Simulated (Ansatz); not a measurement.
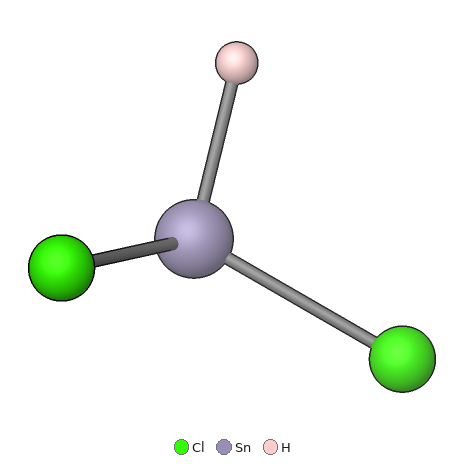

The species is neutral and a spin doublet. The geometry was computed by an optimisation with PBE0-D4/def2-TZVP. No frequency run is at hand to confirm it as a minimum.

Give the structural formula.

SMILES: [Cl][SnH][Cl]

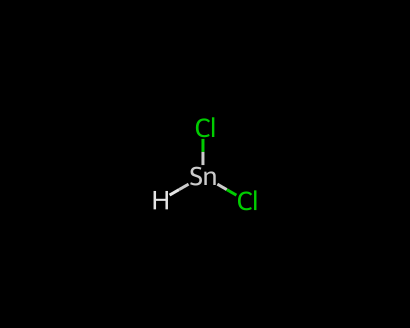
